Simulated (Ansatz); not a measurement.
**Ge₂H₇F: nudged elastic band (part 1 of 2)**

Ge₂H₇F, computed with RKS B3LYP/def2-mTZVP (Ansatz 0.2.0).

It belongs to a series of runs on one base structure; here: band between the two ends. Figures and captions count atoms from 1; the log counts them from 0 in places.

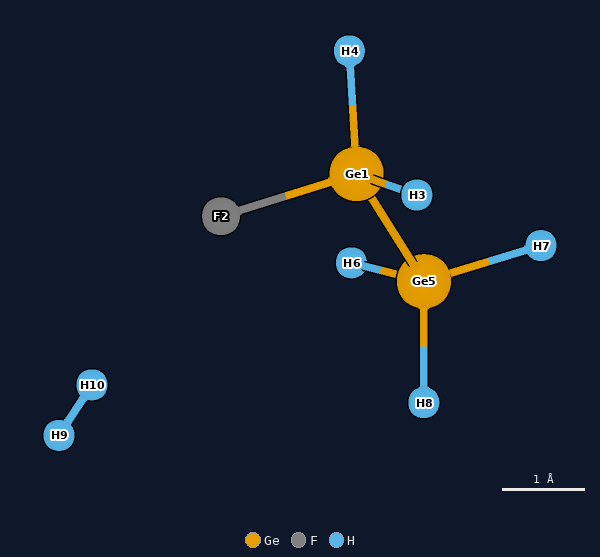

**Figure 1.** The input geometry (ball-and-stick view, seen at a tilt; atoms are numbered from 1 in the order of the input). Sticks mark near contacts.

Input file
```yaml
crystal:
  periodic: [false, false, false]
  atoms:
    - { symbol: Ge, position_ang: [-0.342225, 0.24997, -0.36228] }
    - { symbol: F, position_ang: [0.394248, -0.208963, 1.181081] }
    - { symbol: H, position_ang: [0.831635, 0.708476, -1.25239] }
    - { symbol: H, position_ang: [-1.265489, 1.440979, -0.03304] }
    - { symbol: Ge, position_ang: [-1.51317, -1.726434, -1.191764] }
    - { symbol: H, position_ang: [-2.565215, -2.179818, -0.166374] }
    - { symbol: H, position_ang: [-2.218432, -1.378806, -2.516936] }
    - { symbol: H, position_ang: [-0.509275, -2.865354, -1.436302] }
    - { symbol: H, position_ang: [2.123985, -2.631597, 2.740355] }
    - { symbol: H, position_ang: [1.746638, -2.070251, 2.43325] }
basis:
  gaussian: { orbitals: def2-mTZVP }
hamiltonian:
  xc: b3lyp
neb:
  order_check: false
  images: 7
  f_tol: 0.03
  max_iterations: 60
  final_atoms:
    - { symbol: Ge, position_ang: [0.03394441, -0.29723782, -0.32864327] }
    - { symbol: F, position_ang: [1.3522507, -1.02500712, 3.42819087] }
    - { symbol: H, position_ang: [1.04534203, 0.25078681, -1.35093306] }
    - { symbol: H, position_ang: [-0.68661961, 0.88160201, 0.34936976] }
    - { symbol: Ge, position_ang: [-1.53281283, -1.87378939, -1.3317478] }
    - { symbol: H, position_ang: [-2.4752893, -2.43582301, -0.25269772] }
    - { symbol: H, position_ang: [-2.3710675, -1.16284452, -2.40979843] }
    - { symbol: H, position_ang: [-0.76337414, -3.03687186, -1.98273332] }
    - { symbol: H, position_ang: [0.85917875, -1.0230279, 0.76829492] }
    - { symbol: H, position_ang: [1.2211475, -0.93958519, 2.50629804] }
  initial_path:
    images:
      - { positions_ang: [[-0.342225, 0.24997, -0.36228], [0.394248, -0.208963, 1.181081], [0.831635, 0.708476, -1.25239], [-1.265489, 1.440979, -0.03304], [-1.51317, -1.726434, -1.191764], [-2.565215, -2.179818, -0.166374], [-2.218432, -1.378806, -2.516936], [-0.509275, -2.865354, -1.436302], [2.123985, -2.631597, 2.740355], [1.746638, -2.070251, 2.43325]] }
      - { positions_ang: [[-0.25155201, 0.18447434, -0.25607254], [0.3266049, -0.19821152, 1.40682858], [0.98715792, 0.53343621, -1.07115299], [-1.12749974, 1.40513022, -0.10443289], [-1.43031967, -1.76718821, -1.09922154], [-2.38145692, -2.30557313, -0.0394397], [-2.23590724, -1.38121538, -2.33379249], [-0.43317642, -2.85205928, -1.47571679], [1.77060562, -2.3925289, 2.17686689], [1.45824356, -1.88806235, 2.19173346]] }
      - { positions_ang: [[-0.16087901, 0.11897867, -0.14986508], [0.25896179, -0.18746004, 1.63257616], [1.14268084, 0.35839643, -0.88991599], [-0.98951048, 1.36928143, -0.17582577], [-1.34746934, -1.80794243, -1.00667908], [-2.19769884, -2.43132825, 0.08749461], [-2.25338248, -1.38362476, -2.15064897], [-0.35707783, -2.83876456, -1.51513158], [1.41722625, -2.15346079, 1.61337879], [1.16984911, -1.70587369, 1.95021693]] }
      - { positions_ang: [[-0.07020602, 0.05348301, -0.04365763], [0.19131869, -0.17670856, 1.85832374], [1.29820376, 0.18335664, -0.70867898], [-0.85152123, 1.33343265, -0.24721866], [-1.26461901, -1.84869664, -0.91413662], [-2.01394077, -2.55708338, 0.21442891], [-2.27085772, -1.38603414, -1.96750546], [-0.28097925, -2.82546984, -1.55454637], [1.06384687, -1.91439269, 1.04989068], [0.88145467, -1.52368504, 1.70870039]] }
      - { positions_ang: [[0.02046698, -0.01201266, 0.06254983], [0.12367558, -0.16595707, 2.08407131], [1.45372668, 0.00831685, -0.52744198], [-0.71353197, 1.29758386, -0.31861155], [-1.18176868, -1.88945086, -0.82159416], [-1.83018269, -2.68283851, 0.34136321], [-2.28833295, -1.38844353, -1.78436194], [-0.20488067, -2.81217512, -1.59396117], [0.7104675, -1.67532459, 0.48640257], [0.59306022, -1.34149639, 1.46718386]] }
      - { positions_ang: [[0.02383633, -0.08331895, -0.03524844], [0.43081936, -0.38071959, 2.4201012], [1.35163052, 0.06893434, -0.73331475], [-0.70680388, 1.1935884, -0.15161622], [-1.26952972, -1.88553549, -0.94913257], [-1.99145934, -2.62108463, 0.19284798], [-2.30901659, -1.33204378, -1.94072106], [-0.34450403, -2.86834931, -1.69115421], [0.74764531, -1.51225042, 0.55687566], [0.75008204, -1.24101859, 1.7269624]] }
      - { positions_ang: [[0.02720569, -0.15462524, -0.13304672], [0.73796314, -0.5954821, 2.75613109], [1.24953435, 0.12955183, -0.93918752], [-0.70007579, 1.08959293, 0.01537911], [-1.35729076, -1.88162012, -1.07667098], [-2.152736, -2.55933076, 0.04433275], [-2.32970023, -1.27564402, -2.09708018], [-0.4841274, -2.92452349, -1.78834725], [0.78482312, -1.34917625, 0.62734875], [0.90710386, -1.14054079, 1.98674095]] }
      - { positions_ang: [[0.03057505, -0.22593153, -0.23084499], [1.04510692, -0.81024461, 3.09216098], [1.14743819, 0.19016932, -1.14506029], [-0.6933477, 0.98559747, 0.18237443], [-1.4450518, -1.87770476, -1.20420939], [-2.31401265, -2.49757688, -0.10418248], [-2.35038386, -1.21924427, -2.25343931], [-0.62375077, -2.98069768, -1.88554028], [0.82200094, -1.18610207, 0.69782184], [1.06412568, -1.04006299, 2.2465195]] }
      - { positions_ang: [[0.03394441, -0.29723782, -0.32864327], [1.3522507, -1.02500712, 3.42819087], [1.04534203, 0.25078681, -1.35093306], [-0.68661961, 0.88160201, 0.34936976], [-1.53281283, -1.87378939, -1.3317478], [-2.4752893, -2.43582301, -0.25269772], [-2.3710675, -1.16284452, -2.40979843], [-0.76337414, -3.03687186, -1.98273332], [0.85917875, -1.0230279, 0.76829492], [1.2211475, -0.93958519, 2.50629804]] }
```

Machine: 4 threads of Arm Neoverse V1, 24 GiB of memory available, shared host.

Launched with:
```bash
ansatz run input.yaml --threads 4 --pin off --max-ram 5120MiB --backend cpu --events-out ev --progress --plain --runs-dir out
```

The program's output
```
Engine: ansatz 0.2.0, aarch64-unknown-linux-gnu
Functional definition: B3LYP
  parameter a0 = 0.2
  parameter ax = 0.72
  parameter ac = 0.81
  exchange = (1 - a0 - ax)*slater_x + ax*b88_x + a0*exact_x
  correlation = (1 - ac)*vwn_rpa_c + ac*lyp_c
1141 factors; integrals over basis functions are off by at most 5.8e-4 eV
mean field evaluation 1: about -115868.8482 eV, gradient 4.5e1 eV
mean field evaluation 2: about -115862.1978 eV, gradient 8.3e1 eV
mean field evaluation 4: about -115871.3865 eV, gradient 3.0e0 eV
mean field evaluation 8: about -115871.3992 eV, gradient 8.1e-2 eV
mean field -115871.39922948 eV, -4258.1953812280 hartree, gradient 3.2e-5 eV, S^2 0.000000; 0 other end points of the search recorded, 0 dependent functions left out
the calculation of the forces begins
reference -115871.39955122 eV, -4258.1953930517 hartree; 40, 40 occupied and 72, 72 virtual orbitals, 1141 factors
1135 factors; integrals over basis functions are off by at most 1.6e-3 eV
mean field evaluation 16: about -115865.4103 eV, gradient 4.3e1 eV
mean field -115871.00095907 eV, -4258.1807450606 hartree, gradient 1.7e-5 eV, S^2 0.000000; 0 other end points of the search recorded, 0 dependent functions left out
[... from here on the field's lines of each further geometry are left out, up to the last ...]
NEB iter   1: max|band force component| = 7.707e0 eV/Å  barrier→ = 2.9955 eV  barrier← = 2.5972 eV  Δτ_max = 0.2000 Å  (228 SCF iters)
NEB iter   2: max|band force component| = 1.741e0 eV/Å  barrier→ = 2.5236 eV  barrier← = 2.1254 eV  Δτ_max = 0.2000 Å  (195 SCF iters)
NEB iter   3: max|band force component| = 1.298e0 eV/Å  barrier→ = 2.1382 eV  barrier← = 1.7399 eV  Δτ_max = 0.2000 Å  (195 SCF iters)
NEB iter   4: max|band force component| = 1.310e0 eV/Å  barrier→ = 1.9621 eV  barrier← = 1.5638 eV  Δτ_max = 0.1003 Å  (185 SCF iters)
NEB iter   5: max|band force component| = 9.770e-1 eV/Å  barrier→ = 1.9349 eV  barrier← = 1.5366 eV  Δτ_max = 0.1015 Å  (191 SCF iters)
NEB iter   6: max|band force component| = 8.534e-1 eV/Å  barrier→ = 1.9484 eV  barrier← = 1.5501 eV  Δτ_max = 0.0505 Å  (180 SCF iters)
NEB iter   7: max|band force component| = 7.332e-1 eV/Å  barrier→ = 1.8673 eV  barrier← = 1.4690 eV  CI = image 5  Δτ_max = 0.1015 Å  (182 SCF iters)
NEB iter   8: max|band force component| = 2.585e0 eV/Å  barrier→ = 1.9360 eV  barrier← = 1.5377 eV  CI = image 5  Δτ_max = 0.0499 Å  (182 SCF iters)
NEB iter   9: max|band force component| = 1.866e0 eV/Å  barrier→ = 1.9757 eV  barrier← = 1.5774 eV  CI = image 5  Δτ_max = 0.1012 Å  (182 SCF iters)
NEB iter  10: max|band force component| = 1.343e0 eV/Å  barrier→ = 2.0476 eV  barrier← = 1.6493 eV  CI = image 5  Δτ_max = 0.1954 Å  (178 SCF iters)
NEB iter  11: max|band force component| = 1.519e0 eV/Å  barrier→ = 2.0592 eV  barrier← = 1.6609 eV  CI = image 5  Δτ_max = 0.1961 Å  (181 SCF iters)
NEB iter  12: max|band force component| = 1.221e0 eV/Å  barrier→ = 2.1296 eV  barrier← = 1.7313 eV  CI = image 5  Δτ_max = 0.1997 Å  (196 SCF iters)
NEB iter  13: max|band force component| = 7.536e-1 eV/Å  barrier→ = 2.2410 eV  barrier← = 1.8427 eV  CI = image 5  Δτ_max = 0.0977 Å  (192 SCF iters)
NEB iter  14: max|band force component| = 2.984e-1 eV/Å  barrier→ = 2.2095 eV  barrier← = 1.8113 eV  CI = image 5  Δτ_max = 0.0893 Å  (183 SCF iters)
NEB iter  15: max|band force component| = 1.623e-1 eV/Å  barrier→ = 2.1989 eV  barrier← = 1.8006 eV  CI = image 5  Δτ_max = 0.0590 Å  (174 SCF iters)
NEB iter  16: max|band force component| = 1.896e-1 eV/Å  barrier→ = 2.1951 eV  barrier← = 1.7968 eV  CI = image 5  Δτ_max = 0.0300 Å  (173 SCF iters)
NEB iter  17: max|band force component| = 8.421e-2 eV/Å  barrier→ = 2.1987 eV  barrier← = 1.8004 eV  CI = image 5  Δτ_max = 0.0292 Å  (170 SCF iters)
NEB iter  18: max|band force component| = 4.462e-2 eV/Å  barrier→ = 2.1984 eV  barrier← = 1.8002 eV  CI = image 5  Δτ_max = 0.0329 Å  (158 SCF iters)
NEB iter  19: max|band force component| = 3.818e-2 eV/Å  barrier→ = 2.1980 eV  barrier← = 1.7997 eV  CI = image 5  Δτ_max = 0.0279 Å  (159 SCF iters)
NEB iter  20: max|band force component| = 6.721e-2 eV/Å  barrier→ = 2.1977 eV  barrier← = 1.7994 eV  CI = image 5  Δτ_max = 0.0139 Å  (163 SCF iters)
NEB iter  21: max|band force component| = 5.634e-2 eV/Å  barrier→ = 2.1974 eV  barrier← = 1.7991 eV  CI = image 5  Δτ_max = 0.0139 Å  (160 SCF iters)
NEB iter  22: max|band force component| = 4.211e-2 eV/Å  barrier→ = 2.1970 eV  barrier← = 1.7987 eV  CI = image 5  Δτ_max = 0.0139 Å  (150 SCF iters)
NEB iter  23: max|band force component| = 3.499e-2 eV/Å  barrier→ = 2.1967 eV  barrier← = 1.7984 eV  CI = image 5  Δτ_max = 0.0139 Å  (156 SCF iters)
NEB iter  24: max|band force component| = 3.367e-2 eV/Å  barrier→ = 2.1964 eV  barrier← = 1.7981 eV  CI = image 5  Δτ_max = 0.0139 Å  (154 SCF iters)
NEB iter  25: max|band force component| = 3.138e-2 eV/Å  barrier→ = 2.1961 eV  barrier← = 1.7978 eV  CI = image 5  Δτ_max = 0.0070 Å  (148 SCF iters)
NEB iter  26: max|band force component| = 2.477e-2 eV/Å  barrier→ = 2.1959 eV  barrier← = 1.7977 eV  CI = image 5  Δτ_max = 0.0070 Å  (148 SCF iters)
the calculation of the forces begins
reference -115870.99668494 eV, -4258.1805879893 hartree; 40, 40 occupied and 72, 72 virtual orbitals, 1135 factors
1141 factors; integrals over basis functions are off by at most 1.1e-3 eV
mean field evaluation 1344: about -115866.6734 eV, gradient 4.5e1 eV
mean field -115869.20344195 eV, -4258.1146875246 hartree, gradient 2.1e-5 eV, S^2 0.000000; 1 other end points of the search recorded, 0 dependent functions left out
the calculation of the forces begins
reference -115869.20371856 eV, -4258.1146976899 hartree; 40, 40 occupied and 72, 72 virtual orbitals, 1141 factors
NEB iter  27: max|band force component| = 2.467e-2 eV/Å  barrier→ = 2.1958 eV  barrier← = 1.7975 eV  CI = image 5  Δτ_max = 0.0000 Å  (213 SCF iters)
```
